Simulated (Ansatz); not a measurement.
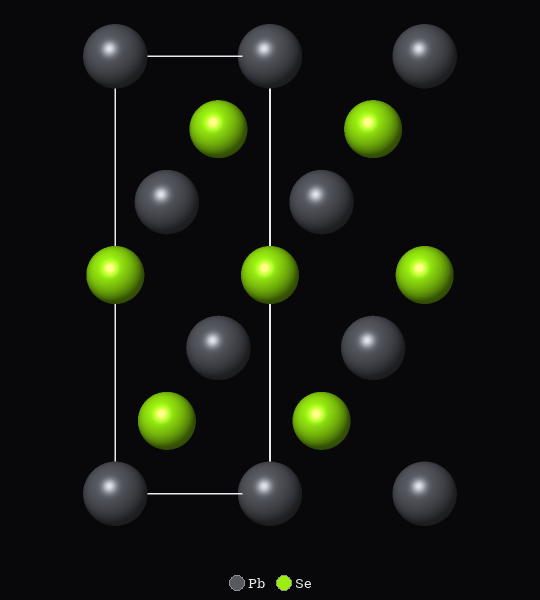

The picture looks along a close-packed row of the hexagonal mesh; [111] points upwards. Every atom sits on one of the three columns of the mesh; call them A, B, C in the order in which they first turn up. The box is the hexagonal cell of the face-centred cubic lattice. The sequence starts with the first layer at or above the cell's origin.

The compound is PbSe (space group Fm-3m, No. 225), taken as the input geometry of an electronic-structure calculation (not necessarily at equilibrium); the starting structure was generated, so it need not be a known form of this composition.

Give the sequence of layers in one repeat, with element and column.

Pb(A) – Se(B) – Pb(C) – Se(A) – Pb(B) – Se(C) (six layers in 10.70 Å).

How are the Se layers alone stacked?

Se layers alone: BAC, the cubic close-packed type.

Which positions between or in the Se layers do the other atoms fill?

Pb: three octahedral sites (per hexagonal cell).

Heights of the layers:

```tsv
layer	atoms (column)	height (Å)	to next (Å)
1	Pb(A)	0.00	1.78
2	Se(B)	1.78	1.78
3	Pb(C)	3.57	1.78
4	Se(A)	5.35	1.78
5	Pb(B)	7.13	1.78
6	Se(C)	8.92	1.78
```
